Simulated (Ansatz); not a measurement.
# SiAsH6 radical (built from SMILES [AsH3].[SiH3]): search for a transition state

Aim: find the saddle point of a hydrogen abstraction that is to form H1–Si3 and break H1–As2, prove it by its vibrations, and relax downhill on both sides to see what it joins.

Method: PBE0-D4, def2-SVP first, then def2-TZVP; program: Ansatz 0.2.0, Gaussian basis.

152 further runs of the same task are left out: 152 set aside as unsound or not needed.

### Step 1. Starting geometry

The guess: 8 atoms, charge 0, spin multiplicity 2.

Atoms are counted from 1 here; the program's logs count them from 0.

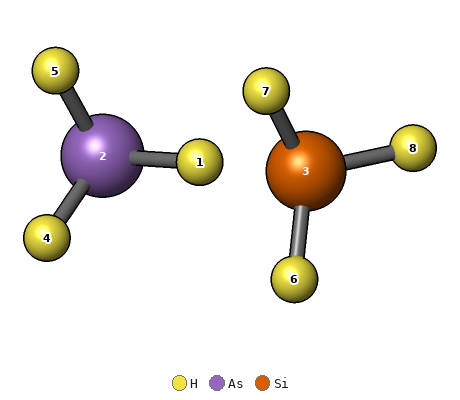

Start geometry, drawn with hydrogen yellow, arsenic purple, silicon orange; atoms are numbered from 1 in the order of the file.

As a file:

| atom | x (Å) | y (Å) | z (Å) |
| --- | --- | --- | --- |
| H1 | -0.66250 | -0.11860 | -0.43200 |
| As2 | -1.85330 | 0.70810 | -1.12320 |
| Si3 | 1.07380 | -0.85030 | 0.62280 |
| H4 | -1.92320 | 1.53100 | 0.12780 |
| H5 | -0.81070 | 1.64480 | -1.65390 |
| H6 | 0.75150 | -0.68520 | 2.03220 |
| H7 | 2.16040 | 0.01210 | 0.18390 |
| H8 | 1.26400 | -2.24190 | 0.24230 |

Distances that are to change: H1–Si3 2.16 Å, H1–As2 1.61 Å.

### Step 2. Constrained relaxation of the guess

Contents of hold/in.yaml:

```yaml
crystal:
  periodic: [false, false, false]
  atoms:
    - {symbol: H, position_ang: [-0.662500, -0.118600, -0.432000]}
    - {symbol: As, position_ang: [-1.853300, 0.708100, -1.123200]}
    - {symbol: Si, position_ang: [1.073800, -0.850300, 0.622800]}
    - {symbol: H, position_ang: [-1.923200, 1.531000, 0.127800]}
    - {symbol: H, position_ang: [-0.810700, 1.644800, -1.653900]}
    - {symbol: H, position_ang: [0.751500, -0.685200, 2.032200]}
    - {symbol: H, position_ang: [2.160400, 0.012100, 0.183900]}
    - {symbol: H, position_ang: [1.264000, -2.241900, 0.242300]}
basis:
  gaussian: {orbitals: def2-SVP}
magnetization: {spin_polarized: true, initial_magnetization: 1}
hamiltonian: {xc: pbe0, dispersion: d4}
relax: {f_tol: 0.04, max_steps: 150, escape_saddle: false, constraints: [{distance: [0, 2]}, {distance: [0, 1]}]}
```

On the command line:

```sh
ansatz run in.yaml --threads 4 --pin off --events-out ev --progress --plain --max-ram 9574MiB
```

The program printed (excerpt; [...] marks lines left out):

```text
Functional definition: PBE0
  name "PBE0"
  cite "Adamo & Barone, J. Chem. Phys. 110, 6158 (1999) doi:10.1063/1.478522"
  cite "Perdew, Burke & Ernzerhof, Phys. Rev. Lett. 77, 3865 (1996) doi:10.1103/PhysRevLett.77.3865"
  parent pbe
[...]
844 factors; integrals over basis functions are off by at most 5.2e-4 eV
[...]
mean field -68793.42720702 eV, -2528.1118199983 hartree, gradient 6.5e-5 eV, S^2 0.757161; 0 other end points of the search recorded, 0 dependent functions left out
[...]
reference -68793.42723159 eV, -2528.1118209013 hartree; 27, 26 occupied and 53, 54 virtual orbitals, 844 factors
relax step   1: F+E_penalty+E_count = -68793.53814805 eV  Δ(F+E_penalty+E_count) = +0.000e0 eV  max|allowed force component| = 7.086e-1 eV/Å  Δτ_max = 0.0000 Å  (25 SCF iters, accepted)
[...]
relax step   2: F+E_penalty+E_count = -68793.60293812 eV  Δ(F+E_penalty+E_count) = -6.479e-2 eV  max|allowed force component| = 2.083e-1 eV/Å  Δτ_max = 0.0896 Å  (26 SCF iters, accepted)
[...]
relax step   3: F+E_penalty+E_count = -68793.61530924 eV  Δ(F+E_penalty+E_count) = -1.237e-2 eV  max|allowed force component| = 2.311e-2 eV/Å  Δτ_max = 0.0493 Å  (27 SCF iters, accepted)
  distance H 0 - Si 2 held at 2.159335 Å   reaction = +1.3159e-1 eV/Å
  distance H 0 - As 1 held at 1.605987 Å   reaction = +3.9109e-2 eV/Å
844 factors; integrals over basis functions are off by at most 6.3e-4 eV
[...]
mean field -68793.50550798 eV, -2528.1146975054 hartree, gradient 2.9e-5 eV, S^2 0.756902; 1 other end points of the search recorded, 0 dependent functions left out
[...]
reference -68793.50553277 eV, -2528.1146984164 hartree; 27, 26 occupied and 53, 54 virtual orbitals, 844 factors
Total energy: -68793.61533403 eV, -2528.1187335383 hartree
Atom 0 at    -0.679335    -0.128537    -0.442549 Å, force     0.081738    -0.047189     0.048128 eV/Å
Atom 1 at    -1.854395     0.729908    -1.121888 Å, force     0.043845    -0.021208     0.027562 eV/Å
Atom 2 at     1.056291    -0.866695     0.608856 Å, force    -0.095718     0.036018    -0.062547 eV/Å
Atom 3 at    -1.988840     1.571688     0.144097 Å, force    -0.003511     0.015151    -0.014945 eV/Å
Atom 4 at    -0.827496     1.689909    -1.716070 Å, force    -0.016145     0.013525     0.004628 eV/Å
Atom 5 at     0.773721    -0.703733     2.067015 Å, force    -0.004979    -0.001073    -0.004735 eV/Å
Atom 6 at     2.194840     0.005239     0.189542 Å, force    -0.006691    -0.002116    -0.002862 eV/Å
Atom 7 at     1.325214    -2.297779     0.270897 Å, force     0.001460     0.006892     0.004771 eV/Å
Dipole moment:     0.046426     0.052410     0.031225 e Å
```

It took 6 s on 4 threads of Arm Neoverse V1, shared host.

The steps of the relaxation:

| step | energy from step 1 (eV) | largest force component (eV/Å) |
| --- | --- | --- |
| 1 | 0.0000 | 0.7086 |
| 2 | -0.0648 | 0.2083 |
| 3 | -0.0772 | 0.0231 |

Close pairs (by a distance rule), those that changed most:

| bond | before (Å) | after (Å) | change (Å) |
| --- | --- | --- | --- |
| Si3–H8 | 1.455 | 1.495 | +0.040 |
| Si3–H7 | 1.455 | 1.494 | +0.039 |
| Si3–H6 | 1.455 | 1.494 | +0.039 |
| As2–H5 | 1.499 | 1.526 | +0.027 |
| As2–H4 | 1.499 | 1.526 | +0.027 |
| H1–As2 | 1.606 | 1.606 | -0.000 |

### Step 3. A starting Hessian

Contents of hessian/in.yaml:

```yaml
crystal:
  periodic: [false, false, false]
  atoms:
    - {symbol: H, position_ang: [-0.679335, -0.128537, -0.442549]}
    - {symbol: As, position_ang: [-1.854395, 0.729908, -1.121888]}
    - {symbol: Si, position_ang: [1.056291, -0.866695, 0.608856]}
    - {symbol: H, position_ang: [-1.988840, 1.571688, 0.144097]}
    - {symbol: H, position_ang: [-0.827496, 1.689909, -1.716070]}
    - {symbol: H, position_ang: [0.773721, -0.703733, 2.067015]}
    - {symbol: H, position_ang: [2.194840, 0.005239, 0.189542]}
    - {symbol: H, position_ang: [1.325214, -2.297779, 0.270897]}
basis:
  gaussian: {orbitals: def2-SVP}
magnetization: {spin_polarized: true, initial_magnetization: 1}
hamiltonian: {xc: pbe0, dispersion: d4}
phonons: {}
scf: {lower_state_search: off}
```

On the command line:

```sh
ansatz run in.yaml --threads 4 --pin off --events-out ev --progress --plain --max-ram 9574MiB
```

The program printed (excerpt; [...] marks lines left out):

```text
[... 5 set-up lines as earlier in the session ...]
[...]
847 factors; integrals over basis functions are off by at most 2.2e-4 eV
[...]
mean field -68793.50550841 eV, -2528.1146975212 hartree, gradient 4.6e-6 eV, S^2 0.756901; 0 other end points of the search recorded, 0 dependent functions left out
[...]
reference -68793.50553320 eV, -2528.1146984324 hartree; 27, 26 occupied and 53, 54 virtual orbitals, 847 factors
[... from here to the last solve, the lines of the solves are left out (47 solves) ...]
847 factors; integrals over basis functions are off by at most 2.2e-4 eV
mean field -68793.50548685 eV, -2528.1146967288 hartree, gradient 5.2e-6 eV, S^2 0.756903; 0 other end points of the search recorded, 0 dependent functions left out
[...]
reference -68793.50551164 eV, -2528.1146976400 hartree; 27, 26 occupied and 53, 54 virtual orbitals, 847 factors
[...]
WARN: phonons: 3 modes above zero are rigid motions of the cell's bodies and no vibrations: the zero-point energy, free energy, entropy and heat capacity leave them out. With what each would have added to F at 1000 K, by the weight of its row in the mesh: 0.17 cm⁻¹ (-0.718 eV; rigid [...]
WARN: phonons: modes at or below zero, which the zero-point energy, F, S and C_V leave out: 1, the lowest at -178.81 cm⁻¹. A minimum has none, and a first-order saddle one
[...]
Total energy: -68793.61533445 eV, -2528.1187335540 hartree
Atom 0 at    -0.679335    -0.128537    -0.442549 Å, force     0.081736    -0.047188     0.048127 eV/Å
Atom 1 at    -1.854395     0.729908    -1.121888 Å, force     0.043852    -0.021213     0.027566 eV/Å
Atom 2 at     1.056291    -0.866695     0.608856 Å, force    -0.095715     0.036013    -0.062566 eV/Å
Atom 3 at    -1.988840     1.571688     0.144097 Å, force    -0.003514     0.015151    -0.014947 eV/Å
Atom 4 at    -0.827496     1.689909    -1.716070 Å, force    -0.016148     0.013530     0.004628 eV/Å
Atom 5 at     0.773721    -0.703733     2.067015 Å, force    -0.004980    -0.001070    -0.004720 eV/Å
Atom 6 at     2.194840     0.005239     0.189542 Å, force    -0.006691    -0.002118    -0.002861 eV/Å
Atom 7 at     1.325214    -2.297779     0.270897 Å, force     0.001459     0.006895     0.004773 eV/Å
Dipole moment:     0.046426     0.052409     0.031225 e Å
Vibrations: -178.81 26.52 90.38 127.30 321.24 334.93 739.78 863.73 922.84 925.37 1001.76 1006.04 1250.66 2206.12 2217.36 2230.95 2241.66 2243.88 cm⁻¹, zero-point energy 1.162385 eV
Checks for a lower state left out: stability, starts, cluster_reference, orbital_swaps, neighbouring_geometries, increment
```

It took 40 s on 4 threads of Arm Neoverse V1, shared host.

The structure is not stationary yet, so these wavenumbers are no spectrum; the search needs only the force constants.

### Step 4. Saddle search in the small basis

The search itself is an outer loop (partitioned rational-function steps, Bofill update of the Hessian). Each step is one single-point run with forces. It stops when the largest force is under 0.04 eV/Å and the followed curvature is negative. The first step's input:

Contents of presaddle/in.yaml:

```yaml
crystal:
  periodic: [false, false, false]
  atoms:
    - {symbol: H, position_ang: [-0.679335, -0.128537, -0.442549]}
    - {symbol: As, position_ang: [-1.854395, 0.729908, -1.121888]}
    - {symbol: Si, position_ang: [1.056291, -0.866695, 0.608856]}
    - {symbol: H, position_ang: [-1.988840, 1.571688, 0.144097]}
    - {symbol: H, position_ang: [-0.827496, 1.689909, -1.716070]}
    - {symbol: H, position_ang: [0.773721, -0.703733, 2.067015]}
    - {symbol: H, position_ang: [2.194840, 0.005239, 0.189542]}
    - {symbol: H, position_ang: [1.325214, -2.297779, 0.270897]}
basis:
  gaussian: {orbitals: def2-SVP}
magnetization: {spin_polarized: true, initial_magnetization: 1}
hamiltonian: {xc: pbe0, dispersion: d4}
output: {forces: true}
scf: {lower_state_search: light}
```

On the command line:

```sh
ansatz run in.yaml --threads 4 --pin off --events-out ev --progress --plain --max-ram 9574MiB
```

Step by step:

| step | energy (eV) | largest force (eV/Å) | followed curvature (eV/Å²) |
| --- | --- | --- | --- |
| 1 | -68793.61532 | 0.0957 | -0.99 |
| 2 | -68793.60702 | 0.0829 | -0.64 |
| 3 | -68793.60634 | 0.1025 | -0.65 |
| 4 | -68793.60712 | 0.0265 | -0.72 |

The 4 steps took 7.1 s in all (4 threads of Arm Neoverse V1, shared host).

### Step 5. Saddle search in triple zeta

The search itself is an outer loop (partitioned rational-function steps, Bofill update of the Hessian). Each step is one single-point run with forces. It stops when the largest force is under 0.01 eV/Å and the followed curvature is negative. The first step's input:

Contents of saddle/in.yaml:

```yaml
crystal:
  periodic: [false, false, false]
  atoms:
    - {symbol: H, position_ang: [-0.788499, -0.124320, -0.529418]}
    - {symbol: As, position_ang: [-1.897603, 0.802801, -1.125686]}
    - {symbol: Si, position_ang: [1.098975, -0.953155, 0.610102]}
    - {symbol: H, position_ang: [-1.970514, 1.614769, 0.164241]}
    - {symbol: H, position_ang: [-0.851320, 1.741406, -1.718405]}
    - {symbol: H, position_ang: [0.727886, -0.703657, 2.036654]}
    - {symbol: H, position_ang: [2.162396, -0.003987, 0.162299]}
    - {symbol: H, position_ang: [1.518679, -2.373857, 0.400114]}
basis:
  gaussian: {orbitals: def2-TZVP}
magnetization: {spin_polarized: true, initial_magnetization: 1}
hamiltonian: {xc: pbe0, dispersion: d4}
output: {forces: true}
scf: {lower_state_search: light}
```

On the command line:

```sh
ansatz run in.yaml --threads 4 --pin off --events-out ev --progress --plain --max-ram 9574MiB
```

Step by step:

| step | energy (eV) | largest force (eV/Å) | followed curvature (eV/Å²) |
| --- | --- | --- | --- |
| 1 | -68803.92405 | 0.1570 | -0.72 |
| 2 | -68803.92755 | 0.0614 | -0.72 |
| 3 | -68803.92941 | 0.0612 | -0.72 |
| 4 | -68803.93122 | 0.1835 | -0.79 |
| 5 | -68803.93067 | 0.1663 | -0.66 |
| 6 | -68803.92826 | 0.3109 | -0.66 |
| 7 | -68803.93415 | 0.1625 | -0.71 |
| 8 | -68803.93344 | 0.0834 | -0.75 |
| 9 | -68803.93410 | 0.0377 | -0.73 |
| 10 | -68803.93274 | 0.1262 | -0.40 |
| 11 | -68803.93402 | 0.0550 | -0.39 |
| 12 | -68803.93336 | 0.0343 | -0.09 |
| 13 | -68803.93236 | 0.0626 | -0.19 |
| 14 | -68803.93292 | 0.0382 | -0.26 |
| 15 | -68803.93154 | 0.0563 | -0.25 |
| 16 | -68803.93171 | 0.0198 | -0.02 |
| 17 | -68803.93122 | 0.0181 | -0.06 |
| 18 | -68803.93073 | 0.0179 | -0.10 |
| 19 | -68803.93063 | 0.0104 | -0.11 |
| 20 | -68803.93071 | 0.0165 | -0.20 |
| 21 | -68803.93081 | 0.0142 | -0.24 |
| 22 | -68803.93080 | 0.0075 | -0.21 |

The 22 steps took 58 s in all (4 threads of Arm Neoverse V1, shared host).

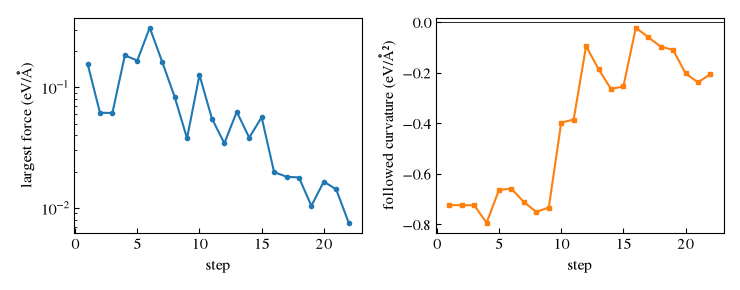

Largest force and followed curvature during the search.

The point found:

```xyz
8

H    -0.7845   -0.2223   -0.5673
As   -1.8485    0.8268   -1.0522
Si    1.0217   -0.9787    0.5320
H    -1.7774    1.5664    0.2765
H    -0.7606    1.7045   -1.6549
H     0.5166   -0.6359    1.8867
H     1.9671    0.0593    0.0461
H     1.6655   -2.3201    0.5331
```

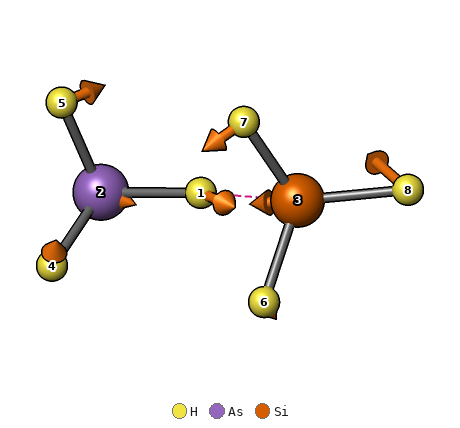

The point found; broken lines mark the pairs that react, arrows the followed mode.

[end of part 1 of 2]
